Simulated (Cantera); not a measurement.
Feed: 1 mol Al, 0.46 mol Cl₂, 18 mol H₂, held at 39.0 Pa.

Method: chemical equilibrium by Gibbs-energy minimisation in Cantera with the NASA 1993 tables (ideal gas, pure condensed phases). Candidate condensed phases: Al, AlCl₃; 12 gas species. The tables' values for AlCl₂ are old estimates; treat these amounts as uncertain. Rates play no part.

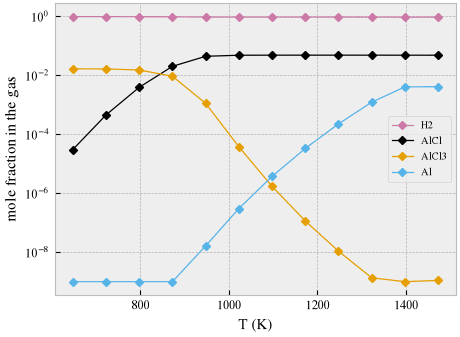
*Equilibrium gas composition (values under 1e-9 drawn at 1e-9)*

From 648 K to 873 K the condensed part is Al(s). From 948 K to 1323 K the condensed part is Al(l). From 1398 K to 1473 K nothing is condensed. The main Al-bearing gas is AlCl₃ at 648 K and AlCl at 1473 K.
